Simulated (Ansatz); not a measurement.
## CH$_{7}$BFGeN: a changed input and its effect

System: CH$_{7}$BFGeN, SMILES C[N]([GeH3])BF.
Method of the first run: RKS SPW92 (LDA)/def2-TZVPP (Ansatz 0.2.0).

The geometry comes from this level: PBE0-D4/def2-TZVP. Text and figures count atoms from 1; the logs count them from 0 in places.

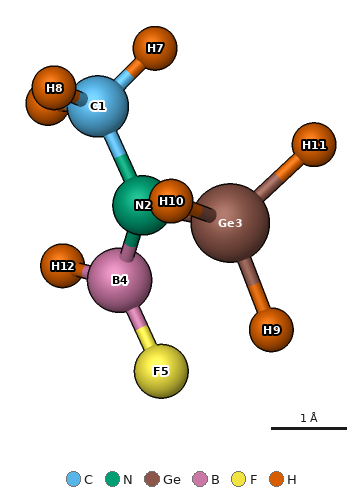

The structure as given in the input (ball-and-stick view, seen at a tilt; atoms are numbered from 1 in the order of the input). Sticks mark near contacts. Bond lengths as drawn: B–F 1.34 Å, B–H 1.20 Å, B–N 1.39 Å, C–H 1.09 to 1.10 Å, C–N 1.45 Å, Ge–H 1.53 to 1.54 Å and Ge–N 1.86 Å.

## The input, the first run
```yaml
crystal:
  periodic: [false, false, false]
  atoms:
    - {symbol: C, position_ang: [-1.010363, -0.267220, 1.005929]}
    - {symbol: N, position_ang: [-0.209691, 0.103873, -0.147635]}
    - {symbol: Ge, position_ang: [1.605113, -0.292987, -0.021299]}
    - {symbol: B, position_ang: [-0.793331, 0.713721, -1.256186]}
    - {symbol: F, position_ang: [-0.042818, 1.050794, -2.314956]}
    - {symbol: H, position_ang: [-2.054197, 0.004174, 0.838712]}
    - {symbol: H, position_ang: [-0.668862, 0.244213, 1.912259]}
    - {symbol: H, position_ang: [-0.967144, -1.345381, 1.193855]}
    - {symbol: H, position_ang: [2.315873, 0.154552, -1.296175]}
    - {symbol: H, position_ang: [1.725278, -1.811409, 0.196852]}
    - {symbol: H, position_ang: [2.144967, 0.437697, 1.220606]}
    - {symbol: H, position_ang: [-1.967725, 0.952771, -1.297964]}
basis:
  gaussian: {orbitals: def2-TZVPP}
hamiltonian: {xc: lda}
output: {orbitals: {seedname: orbitals}}
```

Command:
```bash
ansatz run in.yaml --threads 4 --pin off --events-out ev --progress --plain --max-ram 10444MiB
```

Hardware: 4 threads of Intel Xeon, 15 GiB of memory available, shared host.

## Output (the first run)
```
Functional definition: SPW92
  exchange = slater_x
  correlation = pw_c
1431 factors; their error is unknown
mean field evaluation 1: about -62410.3932 eV, gradient 8.2e1 eV
mean field evaluation 2: about -62361.3344 eV, gradient 1.6e2 eV
mean field evaluation 4: about -62422.9307 eV, gradient 1.8e1 eV
mean field evaluation 8: about -62423.4326 eV, gradient 2.8e-1 eV
mean field evaluation 16: about -62423.4017 eV, gradient 3.7e-4 eV
mean field -62423.40172068 eV, -2294.0177011337 hartree, gradient 7.1e-5 eV, S^2 0.000000; 0 other end points of the search recorded, 0 dependent functions left out
reference -62423.40176599 eV, -2294.0177027987 hartree; 33, 33 occupied and 237, 237 virtual orbitals, 1431 factors
Total energy: -62423.40176599 eV, -2294.0177027987 hartree
```

For the second run the input was changed thus:
```diff
-hamiltonian: {xc: lda}
+hamiltonian: {xc: pbe0, dispersion: d4}
```

Predict how the results change.

The total energies belong to different models, so their difference says nothing on which is more stable or more accurate. The HOMO goes from −6.51 to −7.68 eV. The LUMO goes from −0.61 to 0.50 eV.

## Output (the second run)
```
Functional definition: PBE0
  parameter a = 0.25
  parameter kappa = 0.804
  parameter beta = 0.06672455060314922
  exchange = (1 - a)*pbe_x(kappa = kappa, mu = beta*pi^2/3) + a*exact_x
  correlation = pbe_c(beta = beta)
1474 factors; their error is unknown
mean field evaluation 1: about -62535.9848 eV, gradient 6.3e1 eV
mean field evaluation 2: about -62525.4597 eV, gradient 9.2e1 eV
mean field evaluation 4: about -62543.3556 eV, gradient 5.9e0 eV
mean field evaluation 8: about -62543.6792 eV, gradient 4.1e-1 eV
mean field evaluation 16: about -62543.6794 eV, gradient 5.4e-5 eV
mean field -62543.67943250 eV, -2298.4378255160 hartree, gradient 5.4e-5 eV, S^2 0.000000; 0 other end points of the search recorded, 0 dependent functions left out
reference -62543.67946848 eV, -2298.4378268381 hartree; 33, 33 occupied and 237, 237 virtual orbitals, 1474 factors
Total energy: -62543.88549866 eV, -2298.4453983075 hartree
```

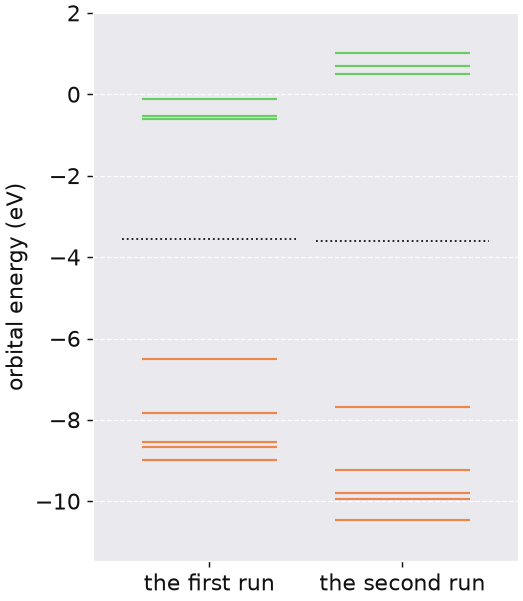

The five highest filled and three lowest empty orbital energies of the two runs; the dotted lines part filled from empty levels. The HOMO–LUMO gap is 5.90 eV in the first run and 8.18 eV in the second run.

## The two runs side by side

| quantity | the first run | the second run |
| --- | --- | --- |
| outcome | converged | converged |
| total energy (hartree) | −2294.017703 | −2298.445398 |
| HOMO (eV) | −6.51 | −7.68 |
| LUMO (eV) | −0.61 | 0.50 |
| basis functions | 270 | 270 |
| wall time (shared host) | 1.1 s | 4 s |
